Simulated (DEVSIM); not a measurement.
Structure: TaN/HfO2/p-GaAs capacitor, at 300 K.

| layer (left to right) | material | thickness (nm) | Na (cm⁻³) |
|---|---|---|---|
| 1 | HfO2 | 6.10 | - |
| 2 | GaAs | 7900 | 6.7e15 |

Metal gate on the left, work function 4.4 eV. Fixed charge at the semiconductor interface 0 cm⁻² (in units of +e); no interface traps.

Constants are typed, rounded textbook-type inputs, not results; the design itself was drawn at random and stands for no fabricated device. Values at 300 K.

| parameter | HfO2 | GaAs |
|---|---|---|
| gap (eV) | 5.7 | 1.424 |
| affinity (eV) | 2.5 | 4.07 |
| permittivity | 22 | 12.9 |
| Nc (cm⁻³) | - | 4.7e17 |
| Nv (cm⁻³) | - | 9e18 |

Simulated with DEVSIM: 1D Poisson equation in equilibrium, Boltzmann statistics, complete ionisation; no quantum confinement or tunnelling. Metal contacts follow the ideal Schottky-Mott rule: no Fermi-level pinning, no interface dipoles.

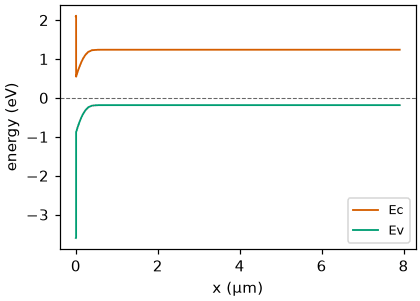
Band edges at -0.2 V on the gate

Energies count from the Fermi level of the right contact; mesh points crowd at the junctions.

```csv
x (μm),Ec (eV),Ev (eV),n (cm⁻³),p (cm⁻³),field (V/cm)
0.000,2.100,-3.600,< 1e2,< 1e2,21000
0.001296,2.103,-3.597,< 1e2,< 1e2,21000
0.003349,2.107,-3.593,< 1e2,< 1e2,21000
0.005233,2.111,-3.589,< 1e2,< 1e2,21000
0.006804,0.545,-0.879,3.3e8,16000,35000
0.009291,0.554,-0.870,2.3e8,22000,35000
0.01509,0.574,-0.850,1.1e8,48000,35000
0.03601,0.645,-0.779,7000000,730000,33000
0.07743,0.772,-0.652,51000,9.9e7,29000
0.1741,1.006,-0.418,< 1e2,8.5e11,20000
0.3996,1.226,-0.198,< 1e2,4.3e15,2100
1.213,1.238,-0.186,< 1e2,6.7e15,≈ 0
2.823,1.238,-0.186,< 1e2,6.7e15,≈ 0
5.531,1.238,-0.186,< 1e2,6.7e15,≈ 0
7.157,1.238,-0.186,< 1e2,6.7e15,≈ 0
7.585,1.238,-0.186,< 1e2,6.7e15,≈ 0
7.769,1.238,-0.186,< 1e2,6.7e15,≈ 0
7.848,1.238,-0.186,< 1e2,6.7e15,≈ 0
7.888,1.238,-0.186,< 1e2,6.7e15,≈ 0
7.899,1.238,-0.186,< 1e2,6.7e15,≈ 0
7.904,1.238,-0.186,< 1e2,6.7e15,≈ 0
7.906,1.238,-0.186,< 1e2,6.7e15,≈ 0
```
